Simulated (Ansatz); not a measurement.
**Is GeBMo3 (Mo3GeB antiperovskite) a stable metal?**

Question: is the lattice of GeBMo3 (Mo3GeB antiperovskite) stable, and if so, what are its coupling constant and resistivity?

Main program and level: Ansatz 0.2.0; DFT PBE, scalar-relativistic, plane waves, PAW; PAW set soft_1.

The structure was built from a prototype and need not be the compound's stable phase.

## Step 1: Set-up

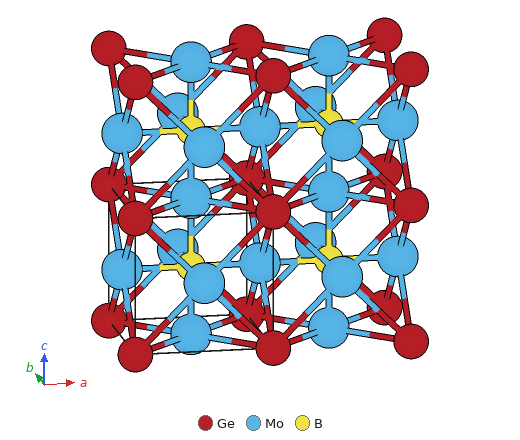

Start, viewed slightly off an axis; germanium red, molybdenum blue, boron yellow. 2×1×2 cells are drawn. Some periodic images of atoms are drawn too.

## Step 2: Relaxation

The structure is brought to rest under this functional.

input.yaml

```yaml
crystal:
  lattice:
    - [4.18855, 0.0, 0.0]
    - [0.0, 4.18855, 0.0]
    - [0.0, 0.0, 4.18855]
  atoms:
    - { symbol: Ge, position: [0.0, 0.0, 0.0] }
    - { symbol: Mo, position: [0.5, 0.5, 0.0] }
    - { symbol: Mo, position: [0.5, 0.0, 0.5] }
    - { symbol: Mo, position: [0.0, 0.5, 0.5] }
    - { symbol: B, position: [0.5, 0.5, 0.5] }
kpoints:
  mp_grid: { grid: [6, 6, 6] }
hamiltonian:
  xc: pbe
  pseudopotentials: { kind: paw, azcp: { folder: soft_1 } }
scf:
  occupations: { method: gaussian, width: 0.1 }
output:
  forces: true
  stress: true
  eigenvalues: true
relax:
  adjacent_minimum: "off"
  f_tol: 0.005
  max_steps: 80
  cell: { stress_tol: 0.05 }
```

Run with:

```bash
ansatz run input.yaml --threads 4 --pin off --max-ram 20480MiB --backend cpu --events-out ev --progress --plain --runs-dir out
```

Numbers of over 12 decimals in the logs are rounded to 6 here.

What it wrote:

```text
Engine: ansatz 0.2.0, aarch64-unknown-linux-gnu
Pseudopotentials: kind: paw
Pseudopotential: Ge, paw, valence charge 14, recommended cutoff 420 eV (normal), soft_1/Ge.paw.azcp
Pseudopotential: Mo, paw, valence charge 14, recommended cutoff 420 eV (normal), soft_1/Mo.paw.azcp
Pseudopotential: B, paw, valence charge 3, recommended cutoff 420 eV (normal), soft_1/B.paw.azcp
Functional definition: PBE
  parameter kappa = 0.804
  parameter beta = 0.066725
  exchange = pbe_x(kappa = kappa, mu = beta*pi^2/3)
  correlation = pbe_c(beta = beta)
Crystal: 5 atoms, lattice volume = 73.484 Å³
Basis set: ecut = 420 eV, 1365 PW (Γ), exchange–correlation on 60×60×60 points (8 copies of the dense FFT grid, shifted against one another)
Bands: 36, of which v1, the nominal top of the filled ones, is band 30 counted from 1 (29 counted from 0)
Symmetry: 48 space group operations
Space group: Pm-3m (ITA 221), of the structure as read, at distance tolerance 4.2e-5 Å
k-points: 20 of 216
Non-local potential: Ge, projectors of the file, l = 0: 2, l = 1: 2, l = 2: 3, l = 3: 1
Non-local potential: Mo, projectors of the file, l = 0: 3, l = 1: 2, l = 2: 2, l = 3: 1
Non-local potential: B, projectors of the file, l = 0: 2, l = 1: 2, l = 2: 1
PAW form: soft (Blöchl's): semilocal exchange-correlation on the pseudo side does not see the compensation charge
PAW one-centre angular grid: Ge, 590 points (default); XC on 64 Gauss nodes
PAW one-centre angular grid: Mo, 590 points (default); XC on 64 Gauss nodes
PAW one-centre angular grid: B, 110 points (default); XC on 64 Gauss nodes
Initial density: superposition of atomic densities (chi_scale 0.1, normalization cell, long waves kept (reshape's long-wave potential 0.00 eV rms))
Initial wavefunctions: pseudopotential atomic-orbital guess
Functional: x = pbe(κ = 0.804, μ = 0.219515), c = pbe(β = 0.066725)
SCF iter   1: F=—  HF=-19324.734893 eV  |F-HF|=—  |Δ(HF+E_count)|=         —  Δρ=1.47e-1  dr2=2.57e1  ethr=3.10e-3  ⟨swp⟩=5.3  Hψ=2645  notcnv=0
preconditioner: auto → Kerker (q_TF=auto, 2.630 Å⁻¹)  [metal: Δε(μ)=0.076 eV  Ē_g=12.144 eV  σ=0.100 eV  W_gap=0.39  n_scr=26 (ndim 8)  ℏωp=25.6 eV  f_vac=0.000  D(μ)=3.65/eV (n_scr^D=26)]
SCF iter   2: F=—  HF=-19319.308219 eV  |F-HF|=—  |Δ(HF+E_count)|=    5.43e0  Δρ=7.01e-2  dr2=5.86e0  ethr=3.10e-3  ⟨swp⟩=2.5  Hψ=1497  notcnv=0  defer=24
SCF iter   3: F=—  HF=-19317.801825 eV  |F-HF|=—  |Δ(HF+E_count)|=    1.51e0  Δρ=1.05e-2  dr2=5.73e-2  ethr=3.10e-3  ⟨swp⟩=2.4  Hψ=1342  notcnv=0  defer=23
SCF iter   4: F=—  HF=-19317.799134 eV  |F-HF|=—  |Δ(HF+E_count)|=   2.69e-3  Δρ=2.01e-3  dr2=2.38e-3  ethr=9.71e-5  ⟨swp⟩=2.3  Hψ=1361  notcnv=0  defer=23
SCF iter   5: F=—  HF=-19317.798779 eV  |F-HF|=—  |Δ(HF+E_count)|=   3.55e-4  Δρ=7.05e-4  dr2=3.21e-4  ethr=4.04e-6  ⟨swp⟩=2.2  Hψ=1209  notcnv=0  defer=23
SCF iter   6: F=—  HF=-19317.798749 eV  |F-HF|=—  |Δ(HF+E_count)|=   3.06e-5  Δρ=1.70e-4  dr2=1.59e-5  ethr=5.44e-7  ⟨swp⟩=2.0  Hψ=1036  notcnv=0  defer=23
SCF iter   7: F=—  HF=-19317.798715 eV  |F-HF|=—  |Δ(HF+E_count)|=   3.39e-5  Δρ=7.25e-5  dr2=4.23e-6  ethr=2.70e-8  ⟨swp⟩=2.0  Hψ=1036  notcnv=0  defer=23
SCF iter   8: F=—  HF=-19317.798714 eV  |F-HF|=—  |Δ(HF+E_count)|=   5.24e-7  Δρ=1.73e-5  dr2=2.30e-7  ethr=7.17e-9  ⟨swp⟩=2.8  Hψ=1250  notcnv=0  defer=23
SCF iter   9: F=-19317.798714 eV  HF=-19317.798714 eV  |F-HF|=3.10e-9  |Δ(HF+E_count)|=   2.12e-8  Δρ=3.20e-6  dr2=7.41e-9  ethr=1.69e-10  ⟨swp⟩=9.9  Hψ=2766  notcnv=0
SCF 1 converged in 9 iterations: F = -19317.798714 eV  dr2 = 7.41e-9
  greatest PAW one-centre occupation: 0.999 electrons in one spin orbital (limit 2), on the Mo atom at site 2 (counted from 0), in its partial waves of l = 0
relax step   1: F+E_penalty+E_count = -19317.79871408 eV  Δ(F+E_penalty+E_count) = +0.000e0 eV  max|allowed force component| = 2.217e-29 eV/Å  Δτ_max = 0.0000 Å  P = -0.631 GPa  Ω = 73.484 Å³  (9 SCF iters, dr2 threshold 1.00e-7 eV, accepted)
Crystal: 5 atoms, lattice volume = 73.125 Å³
Initial density: handed on by an earlier stage of this run
Initial wavefunctions: those handed on with the density
iter 1 solved again at ethr=1.73e-6 eV; its pass at ethr=3.10e-3 eV (dr2=1.02e-3 eV) is discarded
SCF iter   1: F=—  HF=-19317.799379 eV  |F-HF|=—  |Δ(HF+E_count)|=         —  Δρ=8.14e-4  dr2=9.55e-4  ethr=1.73e-6  ⟨swp⟩=2.5  Hψ=3127  notcnv=0
preconditioner: auto → Kerker (q_TF=auto, 2.632 Å⁻¹)  [metal: Δε(μ)=0.037 eV  Ē_g=11.272 eV  σ=0.100 eV  W_gap=0.20  n_scr=26 (ndim 8)  ℏωp=25.7 eV  f_vac=0.000  D(μ)=3.71/eV (n_scr^D=32)]
SCF iter   2: F=—  HF=-19317.799205 eV  |F-HF|=—  |Δ(HF+E_count)|=   1.75e-4  Δρ=4.09e-4  dr2=2.52e-4  ethr=1.62e-6  ⟨swp⟩=1.9  Hψ=828  notcnv=0
SCF iter   3: F=—  HF=-19317.799139 eV  |F-HF|=—  |Δ(HF+E_count)|=   6.51e-5  Δρ=4.47e-5  dr2=2.00e-6  ethr=4.26e-7  ⟨swp⟩=2.0  Hψ=939  notcnv=0
iter 4 did not close the SCF: its close was put off for the readings that it lacked (scf_convergence_deferred on its scf_iter line)
SCF iter   4: F=-19317.799139 eV  HF=-19317.799139 eV  |F-HF|=7.70e-8  |Δ(HF+E_count)|=   2.74e-7  Δρ=1.12e-5  dr2=9.08e-8  ethr=3.39e-9  ⟨swp⟩=2.0  Hψ=1073  notcnv=0
iter 5 did not close the SCF: its close was put off for the readings that it lacked (scf_convergence_deferred on its scf_iter line)
SCF iter   5: F=-19317.799139 eV  HF=-19317.799139 eV  |F-HF|=4.99e-8  |Δ(HF+E_count)|=   3.73e-9  Δρ=4.76e-6  dr2=1.23e-8  ethr=1.54e-10  ⟨swp⟩=2.0  Hψ=1049  notcnv=0
SCF iter   6: F=-19317.799139 eV  HF=-19317.799139 eV  |F-HF|=1.24e-10  |Δ(HF+E_count)|=   2.26e-8  Δρ=1.21e-6  dr2=1.07e-9  ethr=2.08e-11  ⟨swp⟩=1.6  Hψ=1830  notcnv=0
SCF 2 converged in 6 iterations: F = -19317.799139 eV  dr2 = 1.07e-9
  greatest PAW one-centre occupation: 0.999 electrons in one spin orbital (limit 2), on the Mo atom at site 3 (counted from 0), in its partial waves of l = 0
relax step   2: F+E_penalty+E_count = -19317.79913909 eV  Δ(F+E_penalty+E_count) = -4.250e-4 eV  max|allowed force component| = 1.906e-29 eV/Å  Δτ_max = 0.0000 Å  P = +0.371 GPa  Ω = 73.125 Å³  energy of the carried Pulay correction = +1.293e-4 eV  (6 SCF iters, dr2 threshold 5.00e-7 eV, accepted)
Crystal: 5 atoms, lattice volume = 73.258 Å³
iter 1 solved again at ethr=2.39e-7 eV; its pass at ethr=3.10e-3 eV (dr2=1.41e-4 eV) is discarded
SCF iter   1: F=—  HF=-19317.799275 eV  |F-HF|=—  |Δ(HF+E_count)|=         —  Δρ=3.02e-4  dr2=1.32e-4  ethr=2.39e-7  ⟨swp⟩=2.6  Hψ=3112  notcnv=0
preconditioner: auto → Kerker (q_TF=auto, 2.632 Å⁻¹)  [metal: Δε(μ)=0.041 eV  Ē_g=11.261 eV  σ=0.100 eV  W_gap=0.23  n_scr=26 (ndim 8)  ℏωp=25.7 eV  f_vac=0.000  D(μ)=3.80/eV (n_scr^D=32)]
SCF iter   2: F=—  HF=-19317.799252 eV  |F-HF|=—  |Δ(HF+E_count)|=   2.35e-5  Δρ=1.51e-4  dr2=3.45e-5  ethr=2.24e-7  ⟨swp⟩=1.9  Hψ=828  notcnv=0
iter 3 did not close the SCF: its close was put off for the readings that it lacked (scf_convergence_deferred on its scf_iter line)
SCF iter   3: F=-19317.799243 eV  HF=-19317.799243 eV  |F-HF|=1.89e-7  |Δ(HF+E_count)|=   8.28e-6  Δρ=1.66e-5  dr2=2.86e-7  ethr=5.85e-8  ⟨swp⟩=2.0  Hψ=939  notcnv=0
iter 4 did not close the SCF: its close was put off for the readings that it lacked (scf_convergence_deferred on its scf_iter line)
SCF iter   4: F=-19317.799243 eV  HF=-19317.799243 eV  |F-HF|=9.36e-9  |Δ(HF+E_count)|=   4.00e-8  Δρ=4.18e-6  dr2=1.19e-8  ethr=4.84e-10  ⟨swp⟩=2.6  Hψ=1156  notcnv=0
iter 5 did not close the SCF: its close was put off for the readings that it lacked (scf_convergence_deferred on its scf_iter line)
SCF iter   5: F=-19317.799243 eV  HF=-19317.799243 eV  |F-HF|=7.16e-9  |Δ(HF+E_count)|=  2.36e-10  Δρ=1.71e-6  dr2=1.56e-9  ethr=2.02e-11  ⟨swp⟩=2.0  Hψ=1058  notcnv=0
SCF iter   6: F=-19317.799243 eV  HF=-19317.799243 eV  |F-HF|=1.46e-11  |Δ(HF+E_count)|=   3.23e-9  Δρ=4.36e-7  dr2=1.43e-10  ethr=2.65e-12  ⟨swp⟩=1.0  Hψ=1814  notcnv=0
SCF 3 converged in 6 iterations: F = -19317.799243 eV  dr2 = 1.43e-10
relax step   3: F+E_penalty+E_count = -19317.79924346 eV  Δ(F+E_penalty+E_count) = -1.044e-4 eV  max|allowed force component| = 1.603e-29 eV/Å  Δτ_max = 0.0000 Å  P = -0.002 GPa  Ω = 73.258 Å³  energy of the carried Pulay correction = +8.149e-5 eV  (6 SCF iters, dr2 threshold 3.44e-7 eV, accepted)
Initial wavefunctions: pseudopotential atomic-orbital guess (no wavefunctions were taken with the density)
iter 1 solved again at ethr=2.53e-8 eV; its pass at ethr=3.10e-3 eV (dr2=1.49e-5 eV) is discarded
SCF iter   1: F=—  HF=-19317.799150 eV  |F-HF|=—  |Δ(HF+E_count)|=         —  Δρ=6.11e-6  dr2=4.92e-9  ethr=2.53e-8  ⟨swp⟩=3.5  Hψ=4489  notcnv=0
preconditioner: auto → Kerker (q_TF=auto, 2.632 Å⁻¹)  [metal: Δε(μ)=0.040 eV  Ē_g=11.262 eV  σ=0.100 eV  W_gap=0.22  n_scr=26 (ndim 8)  ℏωp=25.7 eV  f_vac=0.000  D(μ)=3.77/eV (n_scr^D=32)]
SCF iter   2: F=—  HF=-19317.799154 eV  |F-HF|=—  |Δ(HF+E_count)|=   3.95e-6  Δρ=3.28e-6  dr2=1.48e-9  ethr=8.34e-12  ⟨swp⟩=2.9  Hψ=1425  notcnv=0
SCF iter   3: F=—  HF=-19317.799154 eV  |F-HF|=—  |Δ(HF+E_count)|=   1.32e-9  Δρ=9.77e-7  dr2=1.33e-10  ethr=2.52e-12  ⟨swp⟩=2.0  Hψ=1106  notcnv=0
iter 4 did not close the SCF: its close was put off for the readings that it lacked (scf_convergence_deferred on its scf_iter line)
SCF iter   4: F=-19317.799154 eV  HF=-19317.799154 eV  |F-HF|=7.28e-12  |Δ(HF+E_count)|=  1.24e-10  Δρ=1.48e-7  dr2=1.04e-11  ethr=1.00e-12  ⟨swp⟩=2.0  Hψ=820  notcnv=0
iter 5 did not close the SCF: its close was put off for the readings that it lacked (scf_convergence_deferred on its scf_iter line)
SCF iter   5: F=-19317.799154 eV  HF=-19317.799154 eV  |F-HF|=3.64e-12  |Δ(HF+E_count)|=    0.00e0  Δρ=6.37e-8  dr2=2.15e-12  ethr=1.00e-12  ⟨swp⟩=1.0  Hψ=720  notcnv=0
iter 6 did not close the SCF: its close was put off for the readings that it lacked (scf_convergence_deferred on its scf_iter line)
SCF iter   6: F=-19317.799154 eV  HF=-19317.799154 eV  |F-HF|=0.00e0  |Δ(HF+E_count)|=    0.00e0  Δρ=1.24e-8  dr2=1.01e-13  ethr=1.00e-12  ⟨swp⟩=1.0  Hψ=720  notcnv=0
iter 7 did not close the SCF: its close was put off for the readings that it lacked (scf_convergence_deferred on its scf_iter line)
SCF iter   7: F=-19317.799154 eV  HF=-19317.799154 eV  |F-HF|=0.00e0  |Δ(HF+E_count)|=    0.00e0  Δρ=2.66e-9  dr2=7.54e-15  ethr=1.00e-12  ⟨swp⟩=1.0  Hψ=720  notcnv=0
SCF iter   8: F=-19317.799154 eV  HF=-19317.799154 eV  |F-HF|=0.00e0  |Δ(HF+E_count)|=    0.00e0  Δρ=6.05e-10  dr2=4.12e-16  ethr=1.00e-12  ⟨swp⟩=1.0  Hψ=1520  notcnv=0
SCF 4 converged in 8 iterations: F = -19317.799154 eV  dr2 = 4.12e-16
relax step   4: F+E_penalty+E_count = -19317.79915382 eV  Δ(F+E_penalty+E_count) = +8.964e-5 eV  max|allowed force component| = 1.106e-29 eV/Å  Δτ_max = 0.0000 Å  P = -0.003 GPa  Ω = 73.258 Å³  stress off target by 2.51e-3 GPa  SCF on the basis re-selected at this cell (its energy is not comparable with the rows above)  (8 SCF iters)
basis re-selected at this cell: Δ(F+E_penalty+E_count) = +8.964e-5 eV, ΔP = -0.001 GPa vs the last step (what re-selecting the basis moved, of the pressure what is left beyond the Pulay correction that the steps carried, after the strain that the cell walked since its last selection, with what the two solves' SCF thresholds leave and, on support functions, any second-order correction that the steps lacked; it is no m [...]
SCF converged after 8 iterations
Free energy (F): -19317.799154 eV
Harris-Foulkes:  -19317.799154 eV  (|F-HF|=0.00e0)
Internal energy: -19317.780293 eV  (E = F + TS)
E sigma→0 (E₀):  -19317.789723 eV
Entropy (-TS):   -0.018861 eV (-3.772 meV/atom)
Fermi energy:    17.252162 eV
--- Per-component energies (eV) ---
  E_band       = -322.379132
  E_kinetic    = 1409.492703
  E_local      = -4440.070338  (includes V_loc(G=0)·N_el)
  E_nonlocal   = 675.540905
  E_hartree    = 1785.979428
  E_xc         = -631.899973
  E_vxc        = -761.342607  (∫ρ·V_xc dr)
  E_paw        = -11730.276074  (= ΣΔE_a)
  E_vpaw       = -777.958835  (= ΣTr[D̂ρ^β])
  E_aug_tail   = 0.000184  (compensation charges beyond the density's cutoff)
  E_ewald      = -6386.547128
  E_smearing   = -0.018861  (= −TS)
  E_closure    = -0.000000  (closes the sum)
  Σ components = -19317.799154   (vs F -19317.799154, Δ=0.00e0)
--- Forces (eV/Å), atoms counted from 1 ---
  atom   1  Ge    -0.00000000     0.00000000    -0.00000000
  atom   2  Mo     0.00000000     0.00000000    -0.00000000
  atom   3  Mo     0.00000000    -0.00000000     0.00000000
  atom   4  Mo     0.00000000    -0.00000000     0.00000000
  atom   5  B      0.00000000     0.00000000    -0.00000000
  max |Σ_I F_I| component: 2.33e-29 eV/Å
--- Stress (GPa, compression-positive) ---
       -0.002509       0.000000      -0.000000
        0.000000      -0.002509      -0.000000
       -0.000000      -0.000000      -0.002509
  P = ⅓ Tr σ = -0.0025 GPa (-0.025 kbar)
--- Band table (eV; the first three rows and the last of 20) ---
  k-point 0: bands = [... 26 lower, 15.7518, 17.4161, 17.4161, 17.4161, 18.3643, 18.3643, 18.9845, 18.9845, ... 2 higher]
  k-point 1: bands = [... 26 lower, 15.3228, 16.5806, 17.2166, 17.6484, 17.6484, 18.3750, 19.2717, 19.2717, ... 2 higher]
  k-point 2: bands = [... 26 lower, 14.8604, 16.1637, 16.7991, 17.4739, 17.4739, 18.3064, 18.8251, 19.2774, ... 2 higher]
  k-point 19: bands = [... 26 lower, 15.9698, 15.9698, 16.1117, 16.1117, 16.1117, 18.1298, 18.1298, 18.3676, ... 2 higher]
--- Relaxed structure (3 steps of the walk, 3 accepted, 1 SCFs on fresh bases) ---
  F+E_penalty+E_count = -19317.79915382 eV   max|allowed force component| = 1.106e-29 eV/Å   (the final SCF, on the basis selected at the relaxed cell)
  cell:  # Å, volume = 73.2575 Å³
    - [4.184248, 0, 0]
    - [0, 4.184248, 0.0]
    - [0, 0.0, 4.184248]
  atoms:
    - { symbol: Ge, position: [0, 0, 0] }
    - { symbol: Mo, position: [0.5, 0.5, 0] }
    - { symbol: Mo, position: [0.5, 0, 0.5] }
    - { symbol: Mo, position: [0, 0.5, 0.5] }
    - { symbol: B, position: [0.5, 0.5, 0.5] }
```

The job ended after 6.5 s (4 threads of Arm Neoverse N1, shared host; peak memory 0.42 GiB; 23 s of CPU time).

Step by step:

```
step  energy less that of the first step (eV)  largest force component (eV/Å)  pressure (GPa)  volume (Å³)
   1                                   0.0000                          0.0000           -0.63        73.48
   2                                  -0.0004                          0.0000            0.37        73.13
   3                                  -0.0005                          0.0000            0.00        73.26
  4*                                  -0.0004                          0.0000            0.00        73.26
```

Relaxation steps marked * repeat the geometry before them on a plane-wave basis chosen anew for their cell, so energy and pressure can jump there.

The run keeps the 48 symmetry operations that it works with, so distortions that break them were not tested.

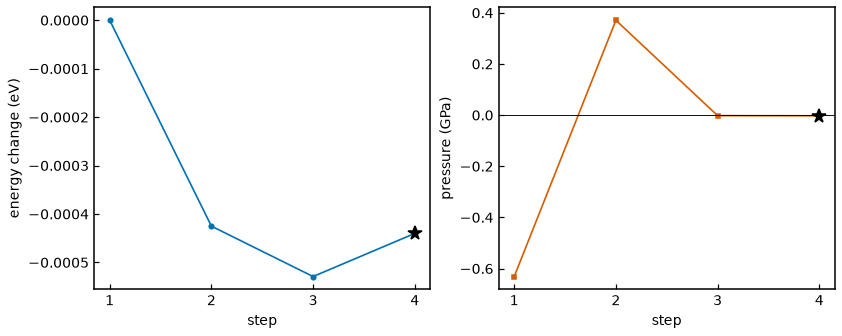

Energy and pressure along the relaxation. Stars mark steps on a basis chosen anew.

```
conventional cell, symmetrised  before  after  change
                         a (Å)   4.189  4.184  -0.1 %
                         b (Å)   4.189  4.184  -0.1 %
                         c (Å)   4.189  4.184  -0.1 %
              volume (Å³/atom)   14.70  14.65  -0.3 %
```

Final coordinates:

```xyz
5
Lattice="4.1842 0.0000 0.0000 0.0000 4.1842 0.0000 0.0000 0.0000 4.1842" Properties=species:S:1:pos:R:3 pbc="T T T"
Ge    0.0000    0.0000    0.0000
Mo    2.0921    2.0921    0.0000
Mo    2.0921    0.0000    2.0921
Mo    0.0000    2.0921    2.0921
B     2.0921    2.0921    2.0921
```

This step gave:

```
pressure          : -0.002509 GPa
volume per atom   : 14.65 Å³/atom
metallic on mesh  : yes
gap on the k-mesh : 0 eV
```

The largest force is now zero by symmetry and the largest stress component 0.0025 GPa, small enough for phonons.

(Part 1 of 2 ends here.)

[Logs are printed without paths, hosts, clocks, repeated set-up lines and the standing remarks that a program may print on its own settings, such as how far it seeks lower states.]

[Hosts, paths, dates, database ids (printed as entryN), source tags and the programs' standing remarks are cut or masked in the printed files.]
